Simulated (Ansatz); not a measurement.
# NOP: what the fields show

```yaml
atoms:
  - { symbol: N, position_ang: [0.2986, -2.6330, -0.7961] }
  - { symbol: O, position_ang: [-0.9087, -1.6210, -0.3346] }
  - { symbol: P, position_ang: [0.6022, -1.0913, -0.6824] }
```

Geometry: PBE0-D3(BJ)/def2-SVP.

These are results of isolated molecule in a Gaussian basis; Kohn-Sham density functional theory, functional PBE0 (Ansatz 0.2.0), not measurements.

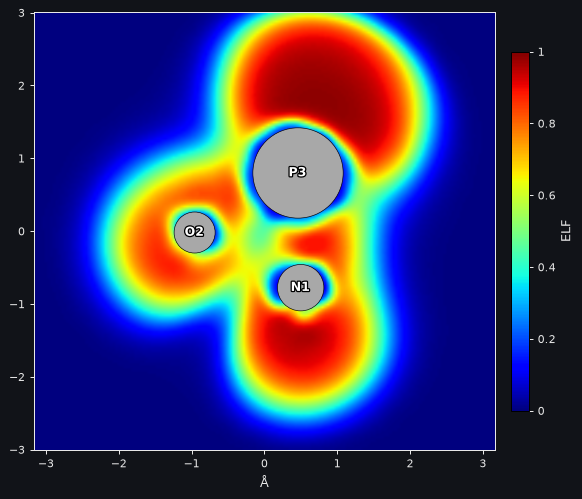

Figure 1. Electron localisation function on the molecular plane. Grey discs cover the atomic cores.

> Interpret the plot.

- Atoms in the plane: N, O and P.
- P–N (1.58 Å): the ELF peaks at about 0.85 between the atoms; a short, strongly polar bond.
- P–O (1.64 Å): the ELF peaks at about 0.80 in the valence shell of O, 0.6 Å from its nucleus, and is about 0.60 at the midpoint.
- The ELF also peaks beside N1, O2 and P3, away from the bonds: lone-pair regions.

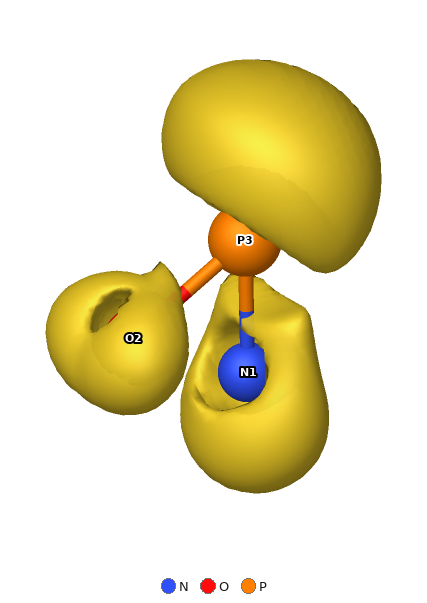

Figure 2. Isosurface of the ELF at 0.8 (yellow), seen at a tilt. Core shells and regions of very low density are left out.

> Where are the electrons localised?

The ELF exceeds this value in one lobe on N, pointing away from the bonds (lone pairs), one lobe on P, pointing away from the bonds (lone pairs) and one region wrapped around O (its lone pairs, merged into a ring or cap).

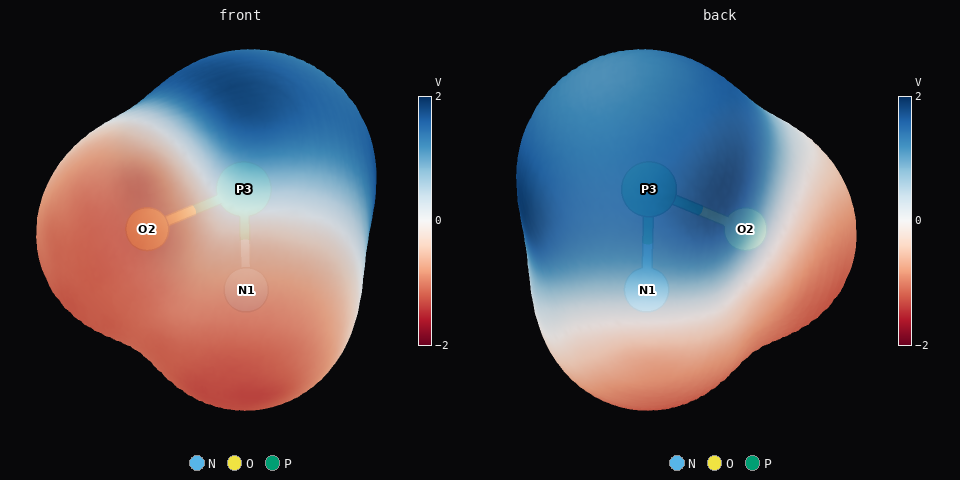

Figure 3. The molecular electrostatic potential painted on the density surface at 0.002 e/bohr³, seen from the front and from behind; red is negative and blue positive.

> Which sites attract a positive test charge, and which a negative one?

A positive charge is drawn to the negative regions and a negative charge to the positive ones. The most negative region (about −1.3 V, or −30 kcal/mol for a unit charge) lies over N1, the most positive (about +1.9 V, or +44 kcal/mol for a unit charge) over P3. N1 is the likeliest acceptor of a hydrogen bond.

> What dipole moment does the calculation give?

Its dipole moment is 3.23 D.
